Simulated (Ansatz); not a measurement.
## Geometry relaxation, with input and output: Al2H4Cl2O (part 1 of 2)

- system: Al2H4Cl2O
- method: RKS PBE0/def2-SVP (Ansatz 0.2.0)

It belongs to a series of runs on one base structure; here: end point A relaxed.

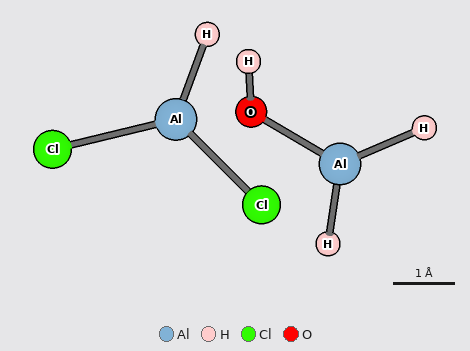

The structure as given in the input (ball-and-stick view, seen at a tilt). Sticks mark near contacts.

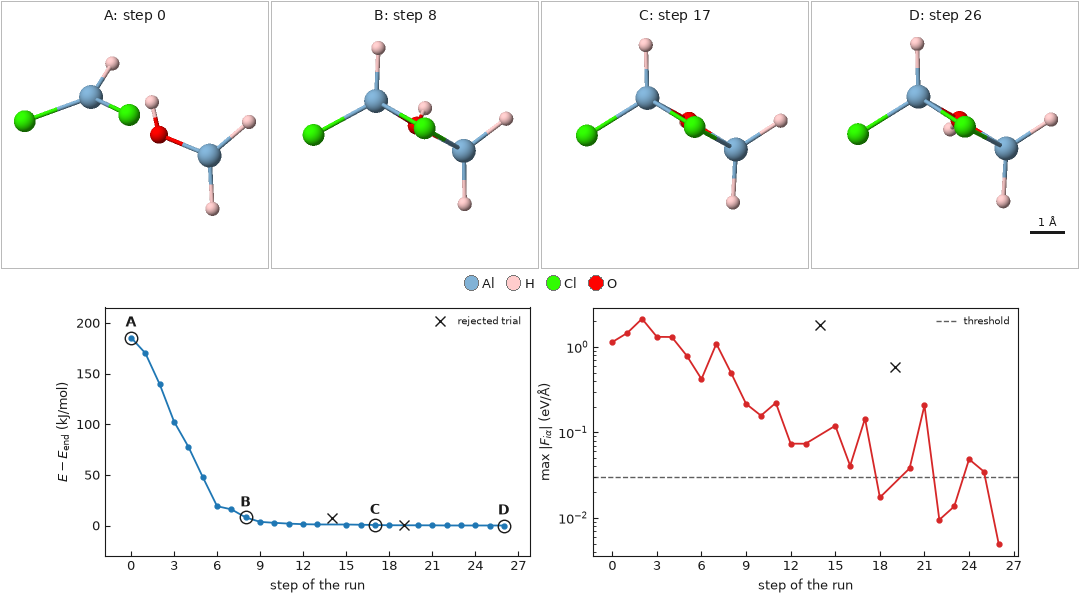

Frames of the relaxation (ball-and-stick view, seen at a tilt) above the curves, on which the letters mark them (the first geometry is step 0 here and step 1 in the log).

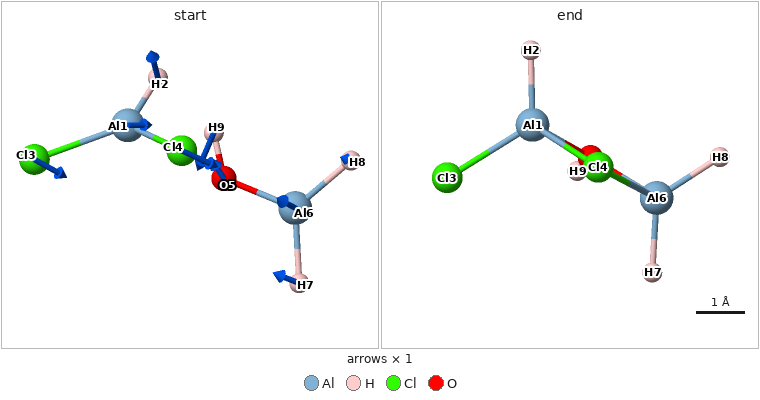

Before (left) and after (right) the relaxation, at one scale (ball-and-stick view, seen at a tilt). The blue arrows give the displacements, at true length. H9 moves most after the best rigid fit: 1.05 Å. Largest moves by element: H 1.05 Å, Cl 0.99 Å, Al 0.71 Å, O 0.57 Å. Distances before and after: Cl4–Al6 3.982 → 2.339 Å, Al1–O5 2.961 → 1.851 Å, Al1–Cl4 2.110 → 2.298 Å, O5–Al6 1.728 → 1.874 Å. New bonds form: Al1–O5 (2.96 → 1.85 Å), Cl4–Al6 (3.98 → 2.34 Å). Among the angles that change: O5–Al6–H8 119.9° → 111.8°, H2–Al1–Cl4 118.4° → 110.9°, Cl3–Al1–Cl4 118.4° → 111.2°. The energy falls by 185.6 kJ/mol in 26 geometry steps. Largest force component: 1.1 eV/Å at the start, 0.0049 eV/Å at the end. The line search rejected the trial steps at points 14, 19 (counted from 0) and went back. (Atoms are counted from 1 in the order of the input.)

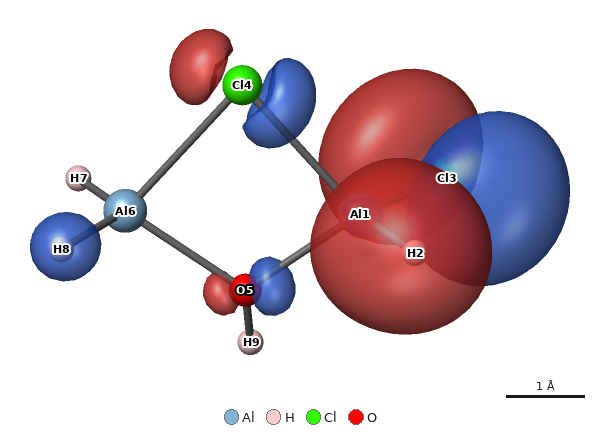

One frontier orbital at ±0.1 Å⁻³ᐟ² (red and blue are the two phases), seen from the side. The HOMO−1, at −8.78 eV.

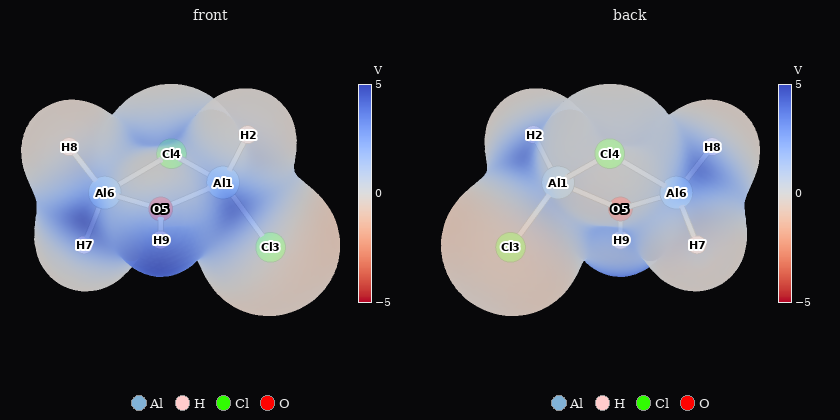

The electrostatic potential painted on the density surface at 0.004 e/bohr³, seen face on and from behind; red is negative and blue positive.

The input that produced these results follows, with the program's output.

### The input
```yaml
crystal:
  periodic: [false, false, false]
  atoms:
    - { symbol: Al, position_ang: [0.190394, 0.377711, -0.116284] }
    - { symbol: H, position_ang: [-0.237977, 0.14014, 1.370383] }
    - { symbol: Cl, position_ang: [2.039143, 1.20513, -0.656212] }
    - { symbol: Cl, position_ang: [-1.213835, -0.018733, -1.639882] }
    - { symbol: O, position_ang: [0.166936, -2.429197, 0.824684] }
    - { symbol: Al, position_ang: [-0.923513, -3.574584, 0.127946] }
    - { symbol: H, position_ang: [-0.245815, -4.587428, -0.879207] }
    - { symbol: H, position_ang: [-2.441979, -3.59908, 0.582394] }
    - { symbol: H, position_ang: [-0.104354, -1.723759, 1.456877] }
basis:
  gaussian: { orbitals: def2-SVP }
hamiltonian:
  xc: pbe0
relax:
  f_tol: 0.03
  max_steps: 50
output:
  orbitals: {}
```

Launched with:
```bash
ansatz run input.yaml --threads 2 --pin off --max-ram 3072MiB --backend cpu --events-out ev --progress --plain --runs-dir out
```

### Output
```
The last accepted step is kept in [file] (removed where the run ends without a failure and the disk answers)
Engine: ansatz 0.2.0, aarch64-unknown-linux-gnu
Functional definition: PBE0
  parameter a = 0.25
  parameter kappa = 0.804
  parameter beta = 0.06672455060314922
  exchange = (1 - a)*pbe_x(kappa = kappa, mu = beta*pi^2/3) + a*exact_x
  correlation = pbe_c(beta = beta)
1038 factors; integrals over basis functions are off by at most 4.0e-4 eV
mean field evaluation 1: about -40320.8544 eV, gradient 5.1e1 eV
mean field evaluation 2: about -40306.1403 eV, gradient 9.8e1 eV
mean field evaluation 4: about -40325.6395 eV, gradient 3.8e0 eV
mean field evaluation 8: about -40325.6789 eV, gradient 2.2e-2 eV
mean field -40325.67893022 eV, -1481.9413669588 hartree, gradient 7.0e-5 eV, S^2 0.000000; 0 other end points of the search recorded, 0 dependent functions left out
the calculation of the forces begins
reference -40325.67896661 eV, -1481.9413682959 hartree; 36, 36 occupied and 70, 70 virtual orbitals, 1038 factors
relax step   1: F+E_penalty+E_count = -40325.67893022 eV  Δ(F+E_penalty+E_count) = +0.000e0 eV  max|allowed force component| = 1.145e0 eV/Å  Δτ_max = 0.0000 Å  (23 SCF iters, accepted)
these checks for a lower state are left out or cut short: starts, cluster_reference, orbital_swaps, neighbouring_geometries, increment
1038 factors; integrals over basis functions are off by at most 4.4e-4 eV
mean field evaluation 16: about -40325.8372 eV, gradient 4.3e-1 eV
mean field -40325.83898239 eV, -1481.9472487674 hartree, gradient 1.4e-5 eV, S^2 0.000000; 0 other end points of the search recorded, 0 dependent functions left out
[... from here on the field's lines of each further geometry are left out, up to the last ...]
relax step   2: F+E_penalty+E_count = -40325.83898239 eV  Δ(F+E_penalty+E_count) = -1.601e-1 eV  max|allowed force component| = 1.460e0 eV/Å  Δτ_max = 0.1949 Å  (26 SCF iters, accepted)
relax step   3: F+E_penalty+E_count = -40326.15707094 eV  Δ(F+E_penalty+E_count) = -3.181e-1 eV  max|allowed force component| = 2.145e0 eV/Å  Δτ_max = 0.1949 Å  (26 SCF iters, accepted)
relax step   4: F+E_penalty+E_count = -40326.53870429 eV  Δ(F+E_penalty+E_count) = -3.816e-1 eV  max|allowed force component| = 1.317e0 eV/Å  Δτ_max = 0.1952 Å  (26 SCF iters, accepted)
relax step   5: F+E_penalty+E_count = -40326.79657393 eV  Δ(F+E_penalty+E_count) = -2.579e-1 eV  max|allowed force component| = 1.312e0 eV/Å  Δτ_max = 0.1948 Å  (27 SCF iters, accepted)
relax step   6: F+E_penalty+E_count = -40327.10590302 eV  Δ(F+E_penalty+E_count) = -3.093e-1 eV  max|allowed force component| = 7.961e-1 eV/Å  Δτ_max = 0.1970 Å  (27 SCF iters, accepted)
relax step   7: F+E_penalty+E_count = -40327.40469055 eV  Δ(F+E_penalty+E_count) = -2.988e-1 eV  max|allowed force component| = 4.226e-1 eV/Å  Δτ_max = 0.1978 Å  (27 SCF iters, accepted)
relax step   8: F+E_penalty+E_count = -40327.43703429 eV  Δ(F+E_penalty+E_count) = -3.234e-2 eV  max|allowed force component| = 1.094e0 eV/Å  Δτ_max = 0.1973 Å  (27 SCF iters, accepted)
relax step   9: F+E_penalty+E_count = -40327.51994500 eV  Δ(F+E_penalty+E_count) = -8.291e-2 eV  max|allowed force component| = 4.945e-1 eV/Å  Δτ_max = 0.2000 Å  (26 SCF iters, accepted)
relax step  10: F+E_penalty+E_count = -40327.56496763 eV  Δ(F+E_penalty+E_count) = -4.502e-2 eV  max|allowed force component| = 2.165e-1 eV/Å  Δτ_max = 0.0869 Å  (26 SCF iters, accepted)
relax step  11: F+E_penalty+E_count = -40327.57474648 eV  Δ(F+E_penalty+E_count) = -9.779e-3 eV  max|allowed force component| = 1.577e-1 eV/Å  Δτ_max = 0.0320 Å  (25 SCF iters, accepted)
relax step  12: F+E_penalty+E_count = -40327.58295281 eV  Δ(F+E_penalty+E_count) = -8.206e-3 eV  max|allowed force component| = 2.222e-1 eV/Å  Δτ_max = 0.0906 Å  (26 SCF iters, accepted)
relax step  13: F+E_penalty+E_count = -40327.58860866 eV  Δ(F+E_penalty+E_count) = -5.656e-3 eV  max|allowed force component| = 7.402e-2 eV/Å  Δτ_max = 0.0831 Å  (25 SCF iters, accepted)
relax step  14: F+E_penalty+E_count = -40327.59140882 eV  Δ(F+E_penalty+E_count) = -2.800e-3 eV  max|allowed force component| = 7.387e-2 eV/Å  Δτ_max = 0.0709 Å  (26 SCF iters, accepted)
relax step  15: F+E_penalty+E_count = -40327.52781739 eV  Δ(F+E_penalty+E_count) = +6.359e-2 eV  max|allowed force component| = 1.817e0 eV/Å  Δτ_max = 0.2000 Å  (26 SCF iters, rejected (line search))
relax step  16: F+E_penalty+E_count = -40327.59202436 eV  Δ(F+E_penalty+E_count) = -6.155e-4 eV  max|allowed force component| = 1.200e-1 eV/Å  Δτ_max = 0.0636 Å  (25 SCF iters, accepted)
relax step  17: F+E_penalty+E_count = -40327.59434683 eV  Δ(F+E_penalty+E_count) = -2.322e-3 eV  max|allowed force component| = 4.077e-2 eV/Å  Δτ_max = 0.0160 Å  (25 SCF iters, accepted)
relax step  18: F+E_penalty+E_count = -40327.59710874 eV  Δ(F+E_penalty+E_count) = -2.762e-3 eV  max|allowed force component| = 1.456e-1 eV/Å  Δτ_max = 0.1167 Å  (26 SCF iters, accepted)
relax step  19: F+E_penalty+E_count = -40327.59952410 eV  Δ(F+E_penalty+E_count) = -2.415e-3 eV  max|allowed force component| = 1.735e-2 eV/Å  Δτ_max = 0.0684 Å  (26 SCF iters, accepted)
relax step  20: F+E_penalty+E_count = -40327.59453678 eV  Δ(F+E_penalty+E_count) = +4.987e-3 eV  max|allowed force component| = 5.865e-1 eV/Å  Δτ_max = 0.1112 Å  (26 SCF iters, rejected (line search))
relax step  21: F+E_penalty+E_count = -40327.60016878 eV  Δ(F+E_penalty+E_count) = -6.447e-4 eV  max|allowed force component| = 3.807e-2 eV/Å  Δτ_max = 0.0288 Å  (27 SCF iters, accepted)
relax step  22: F+E_penalty+E_count = -40327.60038149 eV  Δ(F+E_penalty+E_count) = -2.127e-4 eV  max|allowed force component| = 2.074e-1 eV/Å  Δτ_max = 0.0664 Å  (26 SCF iters, accepted)
relax step  23: F+E_penalty+E_count = -40327.60187252 eV  Δ(F+E_penalty+E_count) = -1.491e-3 eV  max|allowed force component| = 9.500e-3 eV/Å  Δτ_max = 0.0476 Å  (26 SCF iters, accepted)
relax step  24: F+E_penalty+E_count = -40327.60198774 eV  Δ(F+E_penalty+E_count) = -1.152e-4 eV  max|allowed force component| = 1.362e-2 eV/Å  Δτ_max = 0.0313 Å  (27 SCF iters, accepted)
relax step  25: F+E_penalty+E_count = -40327.60201866 eV  Δ(F+E_penalty+E_count) = -3.092e-5 eV  max|allowed force component| = 4.865e-2 eV/Å  Δτ_max = 0.0405 Å  (26 SCF iters, accepted)
relax step  26: F+E_penalty+E_count = -40327.60214243 eV  Δ(F+E_penalty+E_count) = -1.238e-4 eV  max|allowed force component| = 3.484e-2 eV/Å  Δτ_max = 0.0113 Å  (22 SCF iters, accepted)
the calculation of the forces begins
reference -40327.60226977 eV, -1482.0120483836 hartree; 36, 36 occupied and 70, 70 virtual orbitals, 1037 factors
relax step  27: F+E_penalty+E_count = -40327.60223597 eV  Δ(F+E_penalty+E_count) = -9.354e-5 eV  max|allowed force component| = 4.907e-3 eV/Å  Δτ_max = 0.0035 Å  (21 SCF iters, accepted)
1037 factors; integrals over basis functions are off by at most 4.0e-4 eV
mean field -40327.60223597 eV, -1482.0120471413 hartree, gradient 8.1e-6 eV, S^2 0.000000; 1 other end points of the search recorded, 0 dependent functions left out
the calculation of the forces begins
reference -40327.60226977 eV, -1482.0120483836 hartree; 36, 36 occupied and 70, 70 virtual orbitals, 1037 factors
Total energy: -40327.60226977 eV, -1482.0120483836 hartree
Atom 0 at     0.027345    -0.139134     0.263852 Å, force    -0.001244    -0.002021     0.002391 eV/Å
Atom 1 at    -0.751558     0.900122     1.144476 Å, force     0.000338     0.000903     0.000280 eV/Å
Atom 2 at     1.965377     0.296906    -0.453406 Å, force     0.002829     0.000761     0.000533 eV/Å
Atom 3 at    -1.313076    -0.962307    -1.411070 Å, force    -0.004907     0.002964    -0.004852 eV/Å
Atom 4 at     0.033443    -1.874939     0.905763 Å, force     0.002017    -0.000751     0.000150 eV/Å
Atom 5 at    -1.019394    -2.949077    -0.212923 Å, force     0.004698    -0.000895     0.002725 eV/Å
Atom 6 at    -0.095277    -3.946983    -1.020241 Å, force     0.000203    -0.002115    -0.000195 eV/Å
Atom 7 at    -2.403786    -3.311207     0.455721 Å, force    -0.000926     0.000473     0.000631 eV/Å
Atom 8 at     0.785926    -2.223181     1.398528 Å, force    -0.003007     0.000681    -0.001663 eV/Å
Dipole moment:     0.053901    -0.315454     0.373993 e Å
```

### Trajectory as extended XYZ (Å, eV, eV/Å), 27 frames, from step=1 to step=27
```
9
Properties=species:S:1:pos:R:3:forces:R:3 step=1 energy=-40325.67893
Al    0.1904    0.3777   -0.1163    0.0673  -0.5055  -0.1082
H    -0.2380    0.1401    1.3704   -0.0230   0.2820   0.1383
Cl    2.0391    1.2051   -0.6562   -0.1220  -0.0476   0.0614
Cl   -1.2138   -0.0187   -1.6399    0.0602   0.0018   0.0613
O     0.1669   -2.4292    0.8247   -0.2951   1.1454   0.3517
Al   -0.9235   -3.5746    0.1279    0.0820  -0.0096   0.0300
H    -0.2458   -4.5874   -0.8792   -0.0277   0.0455  -0.0002
H    -2.4420   -3.5991    0.5824    0.0181   0.0324  -0.0043
H    -0.1044   -1.7238    1.4569    0.2402  -0.9444  -0.5300
9
Properties=species:S:1:pos:R:3:forces:R:3 step=2 energy=-40325.83898
Al    0.1995    0.2776   -0.1042   -0.1045  -0.7108   0.3344
H    -0.2453    0.2061    1.4071   -0.0059   0.2817   0.0011
Cl    2.0235    1.1527   -0.6406    0.0589  -0.0622  -0.0136
Cl   -1.2083   -0.0701   -1.6314   -0.0535  -0.0410  -0.0744
O     0.1363   -2.2894    0.6924   -0.3229   1.4059   1.3749
Al   -0.9065   -3.5616    0.1300   -0.0822   0.1189  -0.3169
H    -0.2398   -4.5661   -0.8894    0.0147   0.0125   0.0390
H    -2.4239   -3.5896    0.5897    0.0927  -0.0260   0.1153
H    -0.1065   -1.7695    1.5171    0.4025  -0.9789  -1.4597
9
Properties=species:S:1:pos:R:3:forces:R:3 step=3 energy=-40326.15707
Al    0.1954    0.0891   -0.0549   -0.1804  -0.7926   0.9831
H    -0.2826    0.3281    1.4649    0.0594   0.0378  -0.3451
Cl    1.9990    1.0057   -0.6058    0.1784  -0.1426  -0.0814
Cl   -1.2159   -0.1932   -1.5958   -0.2565  -0.1937  -0.2691
O     0.1242   -2.1369    0.5945   -0.2959   1.9602   2.0246
Al   -0.9110   -3.4354    0.0111   -0.2224  -0.2478  -0.0219
H    -0.2144   -4.5227   -0.9054   -0.0256   0.2248  -0.0638
H    -2.3746   -3.5938    0.6403    0.2782   0.1540  -0.0816
H    -0.0912   -1.7506    1.5218    0.4648  -1.0002  -2.1447
9
Properties=species:S:1:pos:R:3:forces:R:3 step=4 energy=-40326.53870
Al    0.1765   -0.0976   -0.0010   -0.1752   0.3093   0.9933
H    -0.3183    0.3506    1.5016    0.1050  -0.0865  -0.5512
Cl    1.9717    0.8417   -0.5767    0.1878  -0.2023  -0.1012
Cl   -1.2364   -0.3247   -1.5656   -0.4086  -0.3105  -0.4198
O     0.1057   -1.9598    0.5473    0.0348   0.2993   1.3175
Al   -0.8899   -3.3384   -0.0391   -0.4405  -0.1136  -0.1472
H    -0.1867   -4.4365   -0.9469    0.0034   0.3499   0.0146
H    -2.3327   -3.5539    0.6560    0.5062   0.2347  -0.1446
H    -0.0612   -1.6913    1.4951    0.1871  -0.4802  -0.9614
9
Properties=species:S:1:pos:R:3:forces:R:3 step=5 energy=-40326.79657
Al    0.1363   -0.1630    0.0415   -0.0103   0.7456   0.6092
H    -0.3996    0.4128    1.4632    0.0728  -0.1093  -0.4308
Cl    1.9640    0.6923   -0.5886    0.0458  -0.2096  -0.0743
Cl   -1.2785   -0.4927   -1.5417   -0.2477  -0.5360  -0.2113
O     0.1285   -1.9688    0.6127    0.7921   0.1613  -0.4872
Al   -0.8849   -3.2363   -0.0934   -0.6619  -0.2924  -0.5306
H    -0.1322   -4.2667   -1.0253   -0.0873   0.1946  -0.0524
H    -2.2723   -3.4043    0.6733    0.2195   0.0261  -0.1350
H    -0.0323   -1.7831    1.5290   -0.1229   0.0197   1.3125
9
Properties=species:S:1:pos:R:3:forces:R:3 step=6 energy=-40327.10590
Al    0.1175   -0.1285    0.0835    0.2129  -0.1760   0.3021
H    -0.4468    0.4603    1.4494   -0.0618   0.1765  -0.2122
Cl    1.9770    0.6077   -0.6178   -0.1606  -0.0970  -0.0328
Cl   -1.2899   -0.6869   -1.5105   -0.0919  -0.5679   0.0242
O     0.1747   -1.9420    0.6706   -0.0161  -0.0020  -0.0377
Al   -0.9158   -3.1625   -0.1736    0.1189   0.7961  -0.1180
H    -0.1411   -4.1766   -1.0934   -0.0663   0.1018  -0.1274
H    -2.2480   -3.3620    0.6506   -0.0071  -0.0167  -0.0732
H     0.0013   -1.8191    1.6120    0.0720  -0.2147   0.2751
```
